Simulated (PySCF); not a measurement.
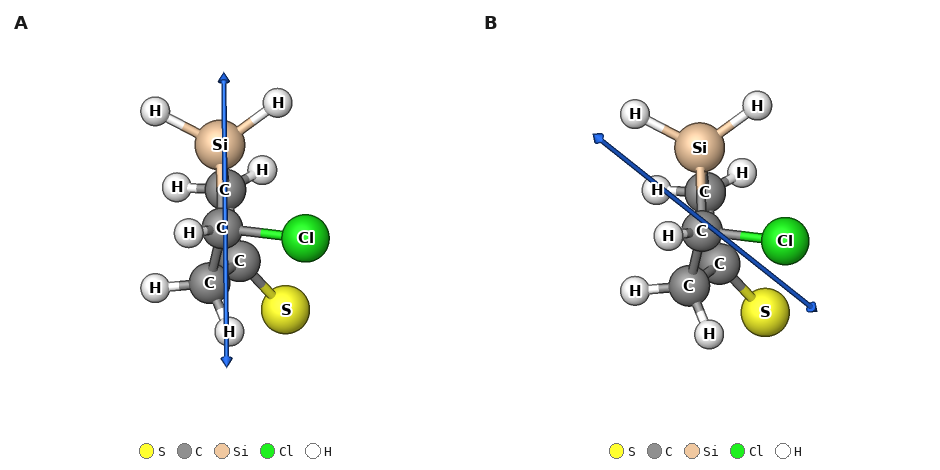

The double arrows show the directions of two transition dipoles from the ground state (lengths mean nothing). The geometry was computed by an optimisation with GFN2-xTB. No frequency run is at hand to confirm it as a minimum. Level of theory: TDDFT CAM-B3LYP/def2-SVPD, vertical, gas phase, core orbitals frozen in the response (PySCF 2.14.0).

One belongs to singlet state 3 and one to singlet state 4. Which is which?

Answer. A: state 4, 5.99 eV (207 nm), oscillator strength 0.049, of mixed character, with the largest part HOMO → LUMO+1 (weight 0.44).
B: state 3, 5.93 eV (209 nm), oscillator strength 0.086, mainly HOMO−2 → LUMO (weight 0.90).

The geometry is semi-empirical. Around Si such bond lengths and angles can be off by a tenth of an ångström or more and by several degrees, and values that hang on the shape move with them.
